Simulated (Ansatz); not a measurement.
Reaction (SMILES): C#C (C2H2) → [C-]#C + H+
B3LYP-D3(BJ)/def2-TZVP geometries, fixed; electronic energies without zero-point terms.

Basis-set convergence of the deprotonation energy at HF with Ansatz (a first-principles code). Cartesian d functions, on some or all atoms, in 6-31+G*; all else is spherical. No added dispersion term, no relativity. Functions are those of the species that has most. Reference: the value in aug-pcseg-3, 387.39 kcal/mol, itself unsure by roughly 0.22 kcal/mol (its mean distance from aug-cc-pVQZ, def2-QZVPPD). Deviations are taken from unrounded values.

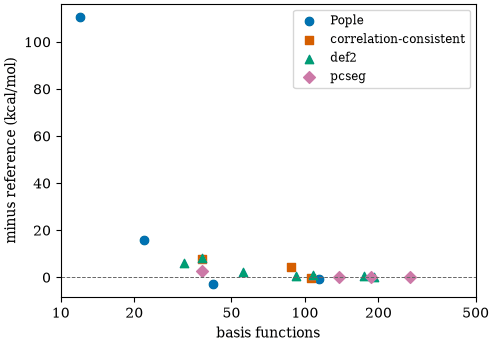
Figure: Deviation from the reference against the number of basis functions, by family of sets.

```csv
basis,functions,deprotonation energy (kcal/mol),minus reference (kcal/mol)
STO-3G,12,497.83,110.45
6-31G,22,403.32,15.93
def2-SV(P),32,393.45,6.06
cc-pVDZ,38,395.29,7.91
def2-SVP,38,395.72,8.33
pcseg-1,38,390.17,2.78
6-31+G*,42,384.55,-2.84
def2-SVPD,56,389.76,2.37
cc-pVTZ,88,391.96,4.57
def2-TZVPD,92,388.05,0.66
jun-cc-pV(T+d)Z,106,386.92,-0.47
def2-TZVPPD,108,388.31,0.92
"6-311++G(3df,3pd)",114,386.82,-0.57
aug-pcseg-2,138,387.37,-0.02
def2-QZVPP,174,387.90,0.51
pcseg-3,186,387.45,0.06
def2-QZVPPD,192,387.60,0.21
aug-pcseg-3,268,387.39,0.00
```
